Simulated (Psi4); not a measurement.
# CH3AlN− ([Al(CN)H3]-): M06-L/aug-cc-pVDZ

Aim: the energy change on altering one bond length of CH3AlN− ([Al(CN)H3]-) at M06-L/aug-cc-pVDZ, from 2 runs. 

The calculation is run with Psi4 1.11.

4 further runs of the same task are left out: 1 that didn't finish, 3 set aside as unsound or not needed.

### 1 The structure to begin with

CH3AlN− has 6 atoms, charge -1, and is taken as a singlet. As SMILES, `[H][Al-]([H])([H])[C]#N`. Geometry: a GFN2-xTB relaxation, a rough one for these elements and not checked as a minimum.

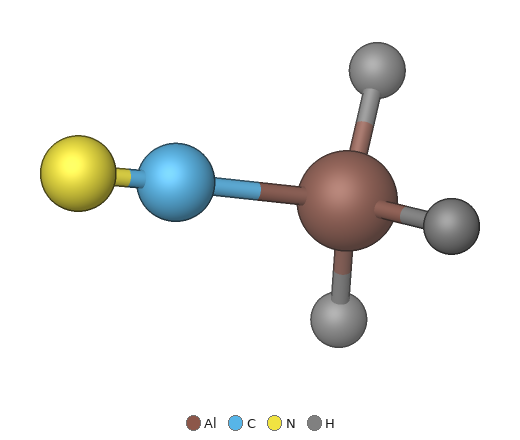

Viewed from a chosen angle; aluminium brown, carbon blue, nitrogen yellow, hydrogen grey.

### 2 Energy and forces at M06-L/aug-cc-pVDZ

Contents of ch3aln.dat:

```
memory 1600 MB

molecule m {
  -1 1
  Al    -0.01311470     0.01494773    -1.17242388
  C      0.00674632    -0.01589260     2.65589668
  N      0.05550126    -0.06366487     4.84480425
  H      2.88608422     0.04270781    -2.11851527
  H     -1.48700659     2.52592132    -2.09228587
  H     -1.44822941    -2.50403829    -2.11749481
  units au
  symmetry c1
  no_reorient
  no_com
}

set basis aug-cc-pVDZ
set puream true
set e_convergence 1e-09
set d_convergence 1e-08
set scf_type pk
set dft_radial_points 99
set dft_spherical_points 590

E, wfn = gradient("m06-l", return_wfn=True)
oeprop(wfn, "WIBERG_LOWDIN_INDICES", "QUADRUPOLE", "LOWDIN_CHARGES")
print_variables()
```

Launch:

```console
$ psi4 ch3aln.dat ch3aln.out -n 1
```

ch3aln.out:

```text
[...]
  Running in c1 symmetry.
[...]
  Nuclear repulsion =   74.064801675765494
[...]
  Multiplicity = 1
[...]
  Nalpha       = 15
  Nbeta        = 15
[...]
    Number of basis functions: 100
[...]
   @RKS iter   1:  -336.90577697290564   -7.21920e-01   5.99534e-03 DIIS/ADIIS
[...]
   @RKS iter  12:  -337.13741348893871   -1.30171e-11   7.97837e-09 DIIS
[...]
    Orbital Energies [Eh]
    ---------------------
    Doubly Occupied:
       1A    -55.564003     2A    -13.996464     3A     -9.882571
       4A     -3.892641     5A     -2.400379     6A     -2.397906
       7A     -2.397898     8A     -0.676004     9A     -0.270651
      10A     -0.176283    11A     -0.137300    12A     -0.137287
      13A     -0.115686    14A     -0.079678    15A     -0.079593
[...]
  @RKS Final Energy:  -337.13741348893871
   => Energetics <=
    Nuclear Repulsion Energy =             74.0648016757654943
    One-Electron Energy =                -617.3290777077280609
    Two-Electron Energy =                 238.3598279559789717
    DFT Exchange-Correlation Energy =     -32.2329654129551031
    Empirical Dispersion Energy =           0.0000000000000000
    VV10 Nonlocal Energy =                  0.0000000000000000
    Total Energy =                       -337.1374134889387051
[...]
  -Total Gradient:
     Atom            X                  Y                   Z
    ------   -----------------  -----------------  -----------------
       1        0.000341728539    -0.000504579303     0.006780440566
       2        0.000212477340    -0.000352342569     0.031188622812
       3       -0.000423158291     0.000486007677    -0.034403174981
       4       -0.001938304541    -0.000025690745    -0.001032796307
       5        0.000804004100    -0.001338693467    -0.001189763299
       6        0.001001497394     0.001716597685    -0.000958951887
[...]
 Multipole Moments:
 ------------------------------------------------------------------------------------
     Multipole            Electronic (a.u.)      Nuclear  (a.u.)        Total (a.u.)
 ------------------------------------------------------------------------------------
 L = 1.  Multiply by 2.5417464519 to convert [e a0] to [Debye]
 Dipole X            :         -0.2210302            0.2093439           -0.0116864
 Dipole Y            :          0.2939935           -0.2820984            0.0118951
 Dipole Z            :        -29.0859175           28.2792034           -0.8067141
 Magnitude           :                                                    0.8068864
 L = 2.  Multiply by 1.3450342976 to convert [e a0^2] to [Debye ang]
 Quadrupole XX       :        -37.8941846           12.6621109          -25.2320738
 Quadrupole XY       :          0.0409852           -0.0343075            0.0066776
[...]
```

Run time: 83 s. Hardware: 1 thread of Intel Xeon Platinum 8259CL at 2.50GHz (Skylake/Cascade Lake), shared host; peak memory 0.84 GiB.

### 3 The distorted shape at the same level

Contents of ch3aln.dat:

```
memory 1600 mb

molecule {
  -1 1
  Al    -0.010810     0.011702    -0.794152
  C     -0.000300    -0.004618     1.231708
  N      0.029370    -0.033690     2.563760
  H      1.523380     0.026392    -1.294802
  H     -0.790760     1.340452    -1.280922
  H     -0.770240    -1.321288    -1.294262
  symmetry c1
  no_reorient
  no_com
}

set basis aug-cc-pVDZ
set puream true
set e_convergence 1e-09
set d_convergence 1e-08
set scf_type pk
set dft_radial_points 99
set dft_spherical_points 590

result, w = gradient("m06-l", return_wfn=True)
oeprop(w, "WIBERG_LOWDIN_INDICES", "MAYER_INDICES", "LOWDIN_CHARGES", title="M06-L")
```

Launch:

```console
$ psi4 ch3aln.dat ch3aln.out -n 1
```

ch3aln.out:

```text
[...]
  Running in c1 symmetry.
[...]
  Nuclear repulsion =   70.672904855357388
[...]
  Multiplicity = 1
[...]
  Nalpha       = 15
  Nbeta        = 15
[...]
    Number of basis functions: 100
[...]
   @RKS iter   1:  -336.92465654118513   -9.24589e-01   4.95767e-03 ADIIS/DIIS
[...]
   @RKS iter  13:  -337.10021366784662   -8.52651e-13   1.40080e-09 DIIS
[...]
    Orbital Energies [Eh]
    ---------------------
    Doubly Occupied:
       1A    -55.569627     2A    -14.033569     3A     -9.926319
       4A     -3.898197     5A     -2.406183     6A     -2.403335
       7A     -2.403328     8A     -0.621546     9A     -0.296640
      10A     -0.186749    11A     -0.116170    12A     -0.112238
      13A     -0.112182    14A     -0.080406    15A     -0.080352
[...]
  @RKS Final Energy:  -337.10021366784662
   => Energetics <=
    Nuclear Repulsion Energy =             70.6729048553573875
    One-Electron Energy =                -610.4949302580997710
    Two-Electron Energy =                 234.7979520437714314
    DFT Exchange-Correlation Energy =     -32.0761403088756794
    Empirical Dispersion Energy =           0.0000000000000000
    VV10 Nonlocal Energy =                  0.0000000000000000
    Total Energy =                       -337.1002136678466172
[...]
 Multipole Moments:
 ------------------------------------------------------------------------------------
     Multipole            Electronic (a.u.)      Nuclear  (a.u.)        Total (a.u.)
 ------------------------------------------------------------------------------------
 L = 1.  Multiply by 2.5417464519 to convert [e a0] to [Debye]
 Dipole X            :         -0.0555381            0.0484526           -0.0070855
 Dipole Y            :          0.1322232           -0.1244498            0.0077734
 Dipole Z            :        -21.7561195           21.0564737           -0.6996459
 Magnitude           :                                                    0.6997249
[...]
  -Total Gradient:
     Atom            X                  Y                   Z
    ------   -----------------  -----------------  -----------------
       1        0.000310178710    -0.000490823901     0.009650300149
       2       -0.005140250366     0.004925342604    -0.215969172314
       3        0.004954393068    -0.004803320783     0.211446497028
       4       -0.001728664740    -0.000019793925    -0.001564952570
       5        0.000695397582    -0.001144958153    -0.001731362041
       6        0.000895332731     0.001530724297    -0.001495172125
[...]
```

It took 86 s on 1 thread of Intel Xeon Platinum 8259CL at 2.50GHz (Skylake/Cascade Lake), shared host; peak memory 0.81 GiB.

### 4 Results

Level: M06-L/aug-cc-pVDZ.

```
                                                              quantity          value
                                             first shape: total energy  -337.13741 Eh
                                              first shape: HOMO energy       -2.17 eV
                                              first shape: LUMO energy        2.86 eV
    first shape: HOMO–LUMO gap (to an unbound level, set by the basis)        5.03 eV
                                 first shape: largest force on an atom     1.769 eV/Å
                                         distorted shape: total energy  -337.10021 Eh
                                          distorted shape: HOMO energy       -2.19 eV
                                          distorted shape: LUMO energy        2.87 eV
distorted shape: HOMO–LUMO gap (to an unbound level, set by the basis)        5.06 eV
                             distorted shape: largest force on an atom    11.112 eV/Å
     energy change with the C2–N3 bond stretched from 1.159 to 1.333 Å       1.012 eV
```

What this shows: With the C2–N3 bond stretched from 1.159 to 1.333 Å the energy rises by 1.01 eV (23 kcal/mol). The first shape isn't relaxed at this level, so the change isn't measured from a minimum. The largest force (first shape) is 1.77 eV/Å: the shape isn't a stationary point for this species at this level.
